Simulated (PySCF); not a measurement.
**Run report: InHOH, frequency calculation**

- system: InHOH, multiplicity 2
- method: UKS-based PBE0, In def2-TZVP with ECP28, H def2-TZVP, O def2-TZVP; non-relativistic Hamiltonian with a scalar-relativistic core potential; density fitting (PySCF 2.14.0)

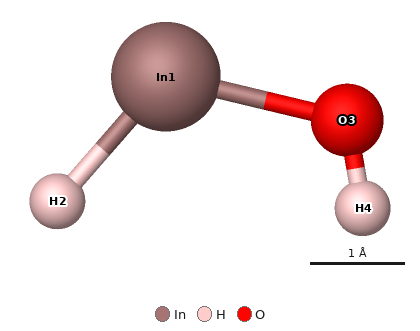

**Figure 1.** The structure as given in the input (ball-and-stick view, seen on its broad side; atoms are numbered from 1 in the order of the input). Sticks mark near contacts.

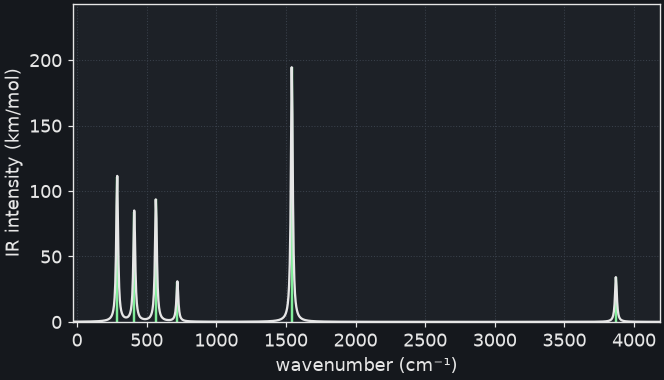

**Figure 2.** Harmonic infrared spectrum, unscaled: sticks (degenerate modes added up, dark ones marked on the axis) with a Lorentzian envelope of 16 cm⁻¹ full width, scaled to the tallest stick. 6 modes from 288 to 3870 cm⁻¹, none imaginary. The strongest line is at 1542 cm⁻¹ (195 km/mol). All modes, in cm⁻¹ (km/mol): 288 (111), 411 (84), 567 (94), 721 (30), 1542 (195), 3870 (34).

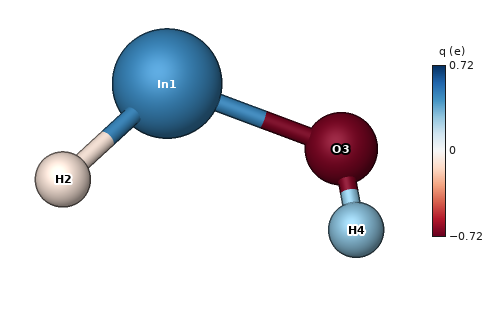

**Figure 3.** Mulliken charges, as the colour of each atom (ball-and-stick view, seen at a tilt; atoms are numbered from 1 in the order of the input). By element: In +0.47, H −0.08 to +0.30 and O −0.68 e.

The input that produced these results follows, with the program's output.

Input file:
```python
from pyscf import gto, scf, dft
mol = gto.M(atom='''
In    -0.105695     0.000000     0.230615
H      1.082484     0.000000     1.552743
O      0.594256     0.000000    -1.647333
H      1.554250     0.000000    -1.696984''',
    basis={'In': 'def2-TZVP', 'H': 'def2-TZVP', 'O': 'def2-TZVP'},
    ecp={'In': 'def2-TZVP'},
    charge=0, spin=1)
mf = dft.UKS(mol, xc='PBE0')
mf.grids.atom_grid = (75, 302)
aux = {'In': 'def2-universal-JKFIT', 'H': 'def2-universal-JKFIT', 'O': 'def2-universal-JKFIT'}
mf = mf.density_fit(auxbasis=aux)
mf.conv_tol = 1e-09
mf.diis_space = 10
mf.max_cycle = 60
mf.verbose = 4
mf.kernel()
```

The script is an equivalent of the set-up of the self-consistent field. The run itself was carried out by a driver, which started from the orbitals of the step before it where there was one and computed the further properties.

Command:
```bash
OMP_NUM_THREADS=4 python axn.py task.json out
```

Log:
```
init E= -266.48644630275
  alpha nocc = 16  HOMO = -0.222047469909771  LUMO = -0.0444865398359831
  beta  nocc = 15  HOMO = -0.296859773340891  LUMO = -0.111074752178951
  HOMO = -0.22204746991  LUMO = -0.111074752179  gap/eV = 3.01972
cycle= 1 E= -266.486446302755  delta_E= -4.49e-12  |g|= 1.83e-06  |ddm|= 4.58e-06
  alpha nocc = 16  HOMO = -0.222047417402827  LUMO = -0.0444863821031767
  beta  nocc = 15  HOMO = -0.296859127023178  LUMO = -0.111074718967881
  HOMO = -0.222047417403  LUMO = -0.111074718968  gap/eV = 3.01972
Extra cycle  E= -266.486446302758  delta_E= -2.79e-12  |g|= 2.04e-06  |ddm|= 3.77e-06
converged SCF energy = -266.486446302758  <S^2> = 0.75596021  2S+1 = 2.0059514
```

Key numbers:

```csv
quantity,value
outcome,converged
total energy,−266.486446 hartree
⟨S²⟩,0.756
zero-point energy,0.016856 hartree
dipole moment,1.63 D
"wavenumbers, lowest and highest",288 and 3870 cm⁻¹
hardware,"4 threads of Arm Neoverse V1, 24 GiB of memory available, shared host"
wall time,42 s (CPU time 2.2 min)
peak memory,1.1 GiB
```
